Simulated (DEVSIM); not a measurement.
Device: Ni/SiO2/n-Si capacitor, at 300 K.

```tsv
layer (left to right)	material	thickness (nm)	Nd (cm⁻³)
1	SiO2	56.0	-
2	Si	11000	5.6e15
```

Metal gate on the left, work function 5.1 eV. Fixed charge at the semiconductor interface 4.2e10 cm⁻² (in units of +e); no interface traps.

Constants are typed, rounded textbook-type inputs, not results; the design itself was drawn at random and stands for no fabricated device. Values at 300 K.

```csv
parameter,SiO2,Si
gap (eV),9,1.124
affinity (eV),0.9,4.05
permittivity,3.9,11.7
Nc (cm⁻³),-,2.86e19
Nv (cm⁻³),-,3.1e19
```

Simulated with DEVSIM: 1D Poisson equation in equilibrium, Boltzmann statistics, complete ionisation; no quantum confinement or tunnelling. Metal contacts follow the ideal Schottky-Mott rule: no Fermi-level pinning, no interface dipoles.

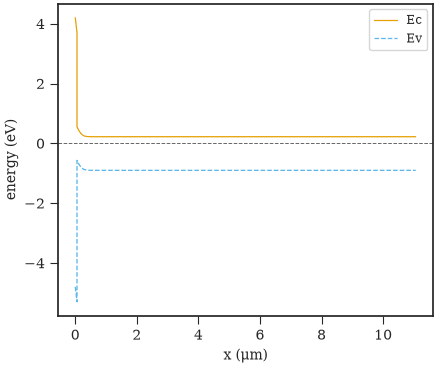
*Band edges at 0.0 V on the gate*

Energies count from the Fermi level of the right contact; mesh points crowd at the junctions.

```
x (μm)    Ec (eV)  Ev (eV)  n (cm⁻³)  p (cm⁻³)  field (V/cm)
--------  -------  -------  --------  --------  ------------
0.000       4.200   -4.800     < 1e2     < 1e2        -89000
0.001998    4.182   -4.818     < 1e2     < 1e2        -89000
0.007573    4.133   -4.867     < 1e2     < 1e2        -89000
0.02206     4.004   -4.996     < 1e2     < 1e2        -89000
0.04721     3.781   -5.219     < 1e2     < 1e2        -89000
0.05344     3.726   -5.274     < 1e2     < 1e2        -89000
0.05579     3.705   -5.295     < 1e2     < 1e2        -89000
0.05864     0.547   -0.577    1.8e10     6.4e9        -23000
0.06534     0.532   -0.592    3.3e10     3.6e9        -22000
0.08388     0.493   -0.631    1.5e11     7.7e8        -21000
0.1379      0.394   -0.730    6.9e12     1.7e7        -16000
0.3770      0.227   -0.897    4.4e15     26000         -1100
0.9762      0.221   -0.903    5.6e15     21000           ≈ 0
2.602       0.221   -0.903    5.6e15     21000           ≈ 0
7.965       0.221   -0.903    5.6e15     21000           ≈ 0
9.976       0.221   -0.903    5.6e15     21000           ≈ 0
10.67       0.221   -0.903    5.6e15     21000           ≈ 0
10.92       0.221   -0.903    5.6e15     21000           ≈ 0
11.02       0.221   -0.903    5.6e15     21000           ≈ 0
11.04       0.221   -0.903    5.6e15     21000           ≈ 0
11.05       0.221   -0.903    5.6e15     21000           ≈ 0
11.06       0.221   -0.903    5.6e15     21000           ≈ 0
```
